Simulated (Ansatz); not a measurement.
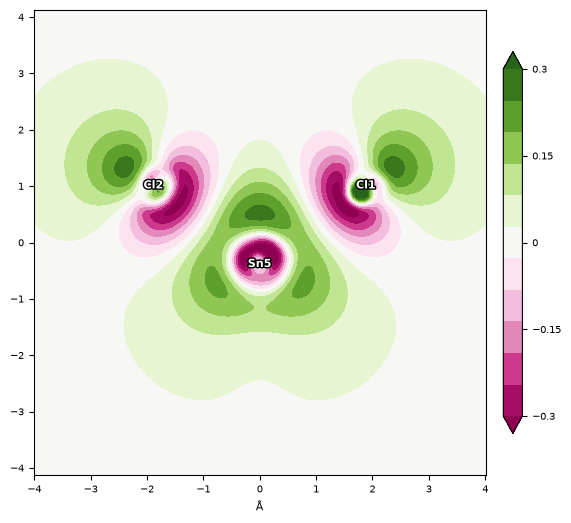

*Cl2H4N2Sn (SMILES [NH2][Sn]([NH2])([Cl])[Cl]). One frontier orbital on the plane of atoms Cl1, Sn5 and Cl2 (values in Å⁻³ᐟ²; the overall sign is arbitrary).*

Geometry: PBE0-D4/def2-SVP; core potentials replace the inner electrons of Sn.

Level of theory: Ansatz 0.2.0, isolated molecule in a Gaussian basis; Kohn-Sham density functional theory, functional PBE0.

Input

```
crystal:
  periodic: [false, false, false]
  atoms:
    - {symbol: Cl, position_ang: [0.484062, -1.221647, -2.290971]}
    - {symbol: Cl, position_ang: [1.846062, 1.812988, -0.515429]}
    - {symbol: "N", position_ang: [-1.639554, 0.643286, -0.294041]}
    - {symbol: "N", position_ang: [0.771487, -0.884933, 1.366023]}
    - {symbol: Sn, position_ang: [0.287209, 0.066852, -0.338737]}
    - {symbol: H, position_ang: [-1.979098, 0.922928, -1.212986]}
    - {symbol: H, position_ang: [-1.806020, 1.410042, 0.356215]}
    - {symbol: H, position_ang: [1.779034, -0.987743, 1.476429]}
    - {symbol: H, position_ang: [0.345317, -1.807876, 1.436397]}
basis:
  gaussian:
    orbitals: def2-TZVPD
output:
  forces: true
  orbitals: {seedname: orbitals}
hamiltonian:
  xc: {name: PBE0}
```

Run with:

```sh
ansatz run input.yaml --threads 2 --pin off --max-ram 5220MiB --events-out events.jsonl --progress --plain --runs-dir runs
```

Q: Which orbital is it: HOMO or LUMO?

A: The LUMO, at −1.95 eV. By Hirshfeld shares it lies mainly on Sn5 (about 35 %), Cl1 (about 15 %), Cl2 (about 15 %), N3 (about 10 %) and N4 (about 10 %).
